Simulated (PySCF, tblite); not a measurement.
# Si2H3O2 radical, a cluster model of a defect (silica 2-ring): EPR parameters

Wanted: the EPR parameters for `O1[SiH]O[SiH2]1`. It is drawn as: dangling bond.

Programs: tblite 0.8.0 and PySCF 2.14.0. All values are calculated, for the isolated system unless a continuum is named. Atoms count from 0, parts from 1.

### 1 Starting point

7 atoms, charge 0, multiplicity 2; geometry: distance geometry start.

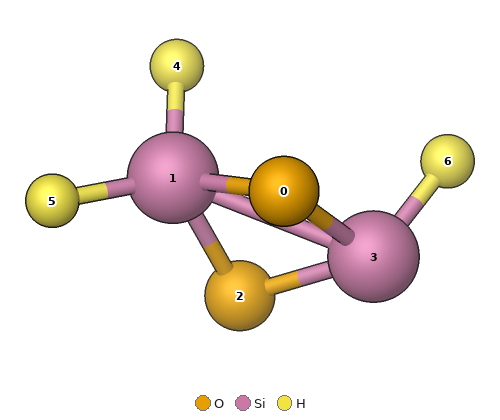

The starting geometry (oxygen amber, silicon pink, hydrogen yellow), atoms numbered.

### 2 Relaxing the cluster with GFN2-xTB

Job settings and geometry (Å):

```
{"job": {"kind": "relax", "xc": "GFN2-xTB", "basis": "xTB"}, "charge": 0, "multiplicity": 2}
O      0.177678    -0.641527     1.003463
Si    -0.856874     0.116602    -0.086953
O      0.067208    -0.586839    -1.339319
Si     1.370916    -0.665961    -0.226825
H     -0.752253     1.603790    -0.172420
H     -2.234253    -0.346804     0.047484
H      2.207243     0.513884    -0.070728
```

Level: GFN2-xTB geometry optimisation, gas phase.

Run with:

```bash
OMP_NUM_THREADS=1 python cluster_run.py task.json out
```

The driver reads the jobs from task.json and runs them one after another.

**Question.** The jobs that follow are: PBE0-D3(BJ)/def2-SVP geometry optimisation, gas phase; UKS B3LYP, IGLO-III on O Si, pcH-1 on H, non-relativistic, mean-field spin-orbit, GIAO; UKS BHandHLYP, IGLO-III on O Si, pcH-1 on H, non-relativistic, mean-field spin-orbit, GIAO. Predict: point group; rotational constants (main isotopes); g(iso) (B3LYP); ⟨S²⟩; largest a(iso) (averaged by class).

**Answer**, as computed:

| quantity | value |
| --- | --- |
| point group | Cs |
| rotational constants (main isotopes) | 10.01, 5.11, 3.60 GHz |
| g(iso) (B3LYP) | 2.00164 |
| ⟨S²⟩ | 0.752 (exact 0.75) |
| largest a(iso) (averaged by class) | 29Si on Si3, -802.8 MHz |

**Reading.** Over 7 steps the energy fell by 0.219 eV; of the close pairs, Si3–H6 changed most, 1.431 to 1.508 Å (PBE0/def2-SVP). Most of the unpaired spin sits on Si3 (0.75 e). The isotropic g lies 0.7 ppt below the free-electron value. The coupling of 29Si on Si3 runs from -838.1 (BHandHLYP/IGLO-III+pcH-1) to -802.8 MHz (B3LYP/IGLO-III+pcH-1).
